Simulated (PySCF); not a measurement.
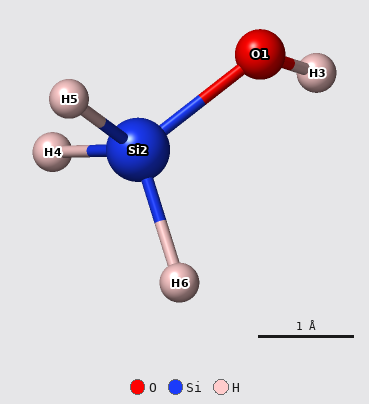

*The structure (ball-and-stick view, seen at a tilt; atoms are numbered from 1 in the order of the input).*

Bond lengths as drawn: H–O 0.96 Å, H–Si 1.48 to 1.49 Å and O–Si 1.65 Å.

**Single-point calculation, with input and output: SiH$_{4}$O**

System: SiH$_{4}$O, multiplicity 3, SMILES O[SiH3].
Method: CCSD(T)/STO-3G, UHF (PySCF 2.14.0).

The geometry is that of the parent species in another charge or spin state. The geometry comes from this level: PBE0-D4/def2-TZVP.

Output
```
PySCF version 2.14.0

[INPUT] num. atoms = 6
[INPUT] num. electrons = 26
[INPUT] charge = 0
[INPUT] spin (= nelec alpha-beta = 2S) = 2
[INPUT] symmetry False subgroup None
[INPUT] Mole.unit = angstrom
[INPUT] Symbol           X                Y                Z      unit          X                Y                Z       unit  Magmom
[INPUT]  1 O      0.636700000000  -1.030300000000   0.419000000000 AA    1.203188623511  -1.946984826139   0.791795246193 Bohr   0.0
[INPUT]  2 Si    -0.035700000000   0.346500000000  -0.187000000000 AA   -0.067463222647   0.654790102162  -0.353378785294 Bohr   0.0
[INPUT]  3 H      0.069100000000  -1.629200000000   0.904700000000 AA    0.130580075207  -3.078741802141   1.709635224894 Bohr   0.0
[INPUT]  4 H     -1.128300000000   0.045700000000  -1.152800000000 AA   -2.132177986347   0.086360483893  -2.178476276399 Bohr   0.0
[INPUT]  5 H      1.060500000000   1.064900000000  -0.875600000000 AA    2.004054555101   2.012369350049  -1.654644194669 Bohr   0.0
[INPUT]  6 H     -0.602300000000   1.202400000000   0.891700000000 AA   -1.138182044826   2.272206692177   1.685068785275 Bohr   0.0

nuclear repulsion = 64.7548918080957
number of shells = 12
number of NR pGTOs = 54
number of NR cGTOs = 18
basis = sto-3g
ecp = {}

******** <class 'pyscf.scf.uhf.UHF'> ********
method = UHF
initial guess = minao
damping factor = 0
level_shift factor = 0
DIIS = <class 'pyscf.scf.diis.CDIIS'>
diis_start_cycle = 1
diis_space = 8
diis_damp = 0
SCF conv_tol = 1e-10
SCF conv_tol_grad = None
SCF max_cycles = 50
direct_scf = True
direct_scf_tol = 1e-13
number electrons alpha = 14  beta = 12
Set gradient conv threshold to 1e-05
init E= -361.443905476607
  alpha nocc = 14  HOMO = 0.283449580309517  LUMO = 0.401512513560884
  beta  nocc = 12  HOMO = -0.367814394239635  LUMO = -0.34176750479243

WARN: HOMO 0.283449580309517 >= LUMO -0.34176750479243

cycle= 1 E= -361.177556495505  delta_E= 0.266  |g|= 0.374  |ddm|= 2.74
  alpha nocc = 14  HOMO = 0.18761107390341  LUMO = 0.604853251927919
  beta  nocc = 12  HOMO = -0.164383436185702  LUMO = 0.113715721468492

WARN: HOMO 0.18761107390341 >= LUMO 0.113715721468492

cycle= 2 E= -361.338021565461  delta_E= -0.16  |g|= 0.28  |ddm|= 1.11
  alpha nocc = 14  HOMO = 0.0963839399440723  LUMO = 0.565999843298062
  beta  nocc = 12  HOMO = -0.301129385545745  LUMO = 0.0797625368592729

WARN: HOMO 0.0963839399440723 >= LUMO 0.0797625368592729

cycle= 3 E= -361.397616370529  delta_E= -0.0596  |g|= 0.111  |ddm|= 0.502
  alpha nocc = 14  HOMO = 0.062200908640704  LUMO = 0.577641626419952
  beta  nocc = 12  HOMO = -0.35120399539182  LUMO = 0.184740596811485
  HOMO = 0.0622009086407  LUMO = 0.184740596811  gap/eV = 3.33447
cycle= 4 E= -361.42665495166  delta_E= -0.029  |g|= 0.0485  |ddm|= 0.474
  alpha nocc = 14  HOMO = 0.0575504198649691  LUMO = 0.580117842323094
  beta  nocc = 12  HOMO = -0.357133415712975  LUMO = 0.204686246216641
  HOMO = 0.057550419865  LUMO = 0.204686246217  gap/eV = 4.00377
cycle= 5 E= -361.435341435498  delta_E= -0.00869  |g|= 0.0218  |ddm|= 0.347
  alpha nocc = 14  HOMO = 0.0528275687901297  LUMO = 0.57622810107542
  beta  nocc = 12  HOMO = -0.367723527688514  LUMO = 0.215447086299433
  HOMO = 0.0528275687901  LUMO = 0.215447086299  gap/eV = 4.42510
cycle= 6 E= -361.437062812401  delta_E= -0.00172  |g|= 0.0125  |ddm|= 0.184
  alpha nocc = 14  HOMO = 0.0474908337349672  LUMO = 0.577205447672993
  beta  nocc = 12  HOMO = -0.3708308862582  LUMO = 0.224131747590131
  HOMO = 0.047490833735  LUMO = 0.22413174759  gap/eV = 4.80664
cycle= 7 E= -361.437621976819  delta_E= -0.000559  |g|= 0.00282  |ddm|= 0.171
  alpha nocc = 14  HOMO = 0.0503110579673421  LUMO = 0.576678986726767
  beta  nocc = 12  HOMO = -0.370803043061236  LUMO = 0.221139969132533
  HOMO = 0.0503110579673  LUMO = 0.221139969133  gap/eV = 4.64849
cycle= 8 E= -361.437637835133  delta_E= -1.59e-05  |g|= 0.00147  |ddm|= 0.0174
  alpha nocc = 14  HOMO = 0.0487336718380083  LUMO = 0.57639769124828
  beta  nocc = 12  HOMO = -0.371582087778526  LUMO = 0.223607965336617
  HOMO = 0.048733671838  LUMO = 0.223607965337  gap/eV = 4.75857
cycle= 9 E= -361.437646357598  delta_E= -8.52e-06  |g|= 0.00071  |ddm|= 0.019
  alpha nocc = 14  HOMO = 0.0493175868327498  LUMO = 0.576156331434457
  beta  nocc = 12  HOMO = -0.371638418911185  LUMO = 0.222992599440603
  HOMO = 0.0493175868327  LUMO = 0.222992599441  gap/eV = 4.72594
cycle= 10 E= -361.437648270811  delta_E= -1.91e-06  |g|= 0.000261  |ddm|= 0.00747
  alpha nocc = 14  HOMO = 0.0492488191227114  LUMO = 0.576098664367643
  beta  nocc = 12  HOMO = -0.371684019130518  LUMO = 0.223073260085615
  HOMO = 0.0492488191227  LUMO = 0.223073260086  gap/eV = 4.73000
cycle= 11 E= -361.437648612122  delta_E= -3.41e-07  |g|= 9.96e-05  |ddm|= 0.00388
  alpha nocc = 14  HOMO = 0.049214898252035  LUMO = 0.576074519910764
  beta  nocc = 12  HOMO = -0.371710691528717  LUMO = 0.22315058131334
  HOMO = 0.049214898252  LUMO = 0.223150581313  gap/eV = 4.73303
cycle= 12 E= -361.437648657433  delta_E= -4.53e-08  |g|= 3.35e-05  |ddm|= 0.0016
  alpha nocc = 14  HOMO = 0.04921652098145  LUMO = 0.576073725024278
  beta  nocc = 12  HOMO = -0.371701499372639  LUMO = 0.223162659058871
  HOMO = 0.0492165209815  LUMO = 0.223162659059  gap/eV = 4.73332
cycle= 13 E= -361.437648661471  delta_E= -4.04e-09  |g|= 1.27e-05  |ddm|= 0.000345
  alpha nocc = 14  HOMO = 0.0492153235135973  LUMO = 0.576069603314792
  beta  nocc = 12  HOMO = -0.371699487938577  LUMO = 0.223160534011362
  HOMO = 0.0492153235136  LUMO = 0.223160534011  gap/eV = 4.73329
cycle= 14 E= -361.437648662009  delta_E= -5.38e-10  |g|= 4.51e-06  |ddm|= 0.000128
  alpha nocc = 14  HOMO = 0.0492164872018167  LUMO = 0.576069233856825
  beta  nocc = 12  HOMO = -0.371697842315077  LUMO = 0.223160773928614
  HOMO = 0.0492164872018  LUMO = 0.223160773929  gap/eV = 4.73327
cycle= 15 E= -361.437648662071  delta_E= -6.13e-11  |g|= 1.59e-06  |ddm|= 3.24e-05
  alpha nocc = 14  HOMO = 0.0492163573161404  LUMO = 0.576069198273214
  beta  nocc = 12  HOMO = -0.371697700455133  LUMO = 0.223160698380446
  HOMO = 0.0492163573161  LUMO = 0.22316069838  gap/eV = 4.73327
Extra cycle  E= -361.437648662076  delta_E= -5.17e-12  |g|= 1.1e-06  |ddm|= 5.64e-06
converged SCF energy = -361.437648662076  <S^2> = 2.0027903  2S+1 = 3.0018596

******** <class 'pyscf.cc.uccsd.UCCSD'> ********
CC2 = 0
CCSD nocc = (np.int64(8), np.int64(6)), nmo = (12, 12)
frozen orbitals 6
max_cycle = 50
direct = 0
conv_tol = 1e-07
conv_tol_normt = 1e-06
diis_space = 6
diis_start_cycle = 0
diis_start_energy_diff = 1e+09
Init t2, MP2 energy = -0.0579781056138961
Init E_corr(UCCSD) = -0.0579781056154447
cycle = 1  E_corr(UCCSD) = -0.0761041653285028  dE = -0.0181260597  norm(t1,t2) = 0.0611591
cycle = 2  E_corr(UCCSD) = -0.0827827758403775  dE = -0.00667861051  norm(t1,t2) = 0.0275395
cycle = 3  E_corr(UCCSD) = -0.0877623404126601  dE = -0.00497956457  norm(t1,t2) = 0.0150652
cycle = 4  E_corr(UCCSD) = -0.087880544829556  dE = -0.000118204417  norm(t1,t2) = 0.00630424
cycle = 5  E_corr(UCCSD) = -0.0880237161436355  dE = -0.000143171314  norm(t1,t2) = 0.00296928
cycle = 6  E_corr(UCCSD) = -0.0880496149054233  dE = -2.58987618e-05  norm(t1,t2) = 0.00169365
cycle = 7  E_corr(UCCSD) = -0.0880392178983219  dE = 1.03970071e-05  norm(t1,t2) = 0.000989044
cycle = 8  E_corr(UCCSD) = -0.0880583096365076  dE = -1.90917382e-05  norm(t1,t2) = 0.000512499
cycle = 9  E_corr(UCCSD) = -0.088071385678901  dE = -1.30760424e-05  norm(t1,t2) = 0.000235148
cycle = 10  E_corr(UCCSD) = -0.0880688529613005  dE = 2.5327176e-06  norm(t1,t2) = 8.74619e-05
cycle = 11  E_corr(UCCSD) = -0.0880658655199752  dE = 2.98744133e-06  norm(t1,t2) = 3.91606e-05
cycle = 12  E_corr(UCCSD) = -0.0880653530437964  dE = 5.12476179e-07  norm(t1,t2) = 1.46137e-05
cycle = 13  E_corr(UCCSD) = -0.0880656509224614  dE = -2.97878665e-07  norm(t1,t2) = 6.50538e-06
cycle = 14  E_corr(UCCSD) = -0.088065812905865  dE = -1.61983404e-07  norm(t1,t2) = 2.5871e-06
cycle = 15  E_corr(UCCSD) = -0.0880658552298493  dE = -4.23239843e-08  norm(t1,t2) = 1.35588e-06
cycle = 16  E_corr(UCCSD) = -0.0880658332922862  dE = 2.19375632e-08  norm(t1,t2) = 8.97388e-07
```

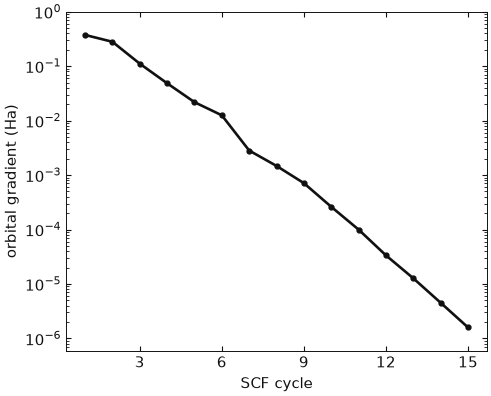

*Convergence of the self-consistent field: orbital gradient against the SCF cycle.*

The residual falls at every step.

```
UCCSD converged
E(UCCSD) = -361.5257144953682  E_corr = -0.08806583329228618
UCCSD(T) correction = -0.000971990480868464
E(CCSD(T)) = -361.526686486
```

The run was set up as follows.

The input (run.py)
```python
from pyscf import gto, cc

system = gto.M(
    atom='''
O      0.636700    -1.030300     0.419000
Si    -0.035700     0.346500    -0.187000
H      0.069100    -1.629200     0.904700
H     -1.128300     0.045700    -1.152800
H      1.060500     1.064900    -0.875600
H     -0.602300     1.202400     0.891700
''',
    spin=2,
    max_memory=1860,
    verbose=4,
    basis='sto-3g',
)

mf = system.UHF()
mf.conv_tol = 1e-10
mf.kernel()
if not mf.converged:
    mf = mf.newton().run(mf.mo_coeff, mf.mo_occ)

mycc = cc.CCSD(mf, frozen=6)
mycc.kernel()
e_t = mycc.ccsd_t()
energy = mycc.e_tot + e_t
print('E(%s) = %.9f' % ('CCSD(T)', energy))
```

Command:
```bash
OMP_NUM_THREADS=1 python run.py
```

Results in brief

```csv
quantity,value
outcome,converged
total energy,−361.526686 hartree
SCF energy,−361.437649 hartree
correlation energy,−0.089038 hartree
(T) correction,−0.000972 hartree
basis functions,18
T1 diagnostic,0.013
⟨S²⟩,2.003
hardware,"1 thread of Intel Xeon @ 2.50GHz (Skylake/Cascade Lake), 16 GiB of memory available, shared host"
wall time,1.5 s
peak memory,0.12 GiB
```

Remarks

The record of the run, not the program, notes: logged alpha LUMO and gap are faulty.
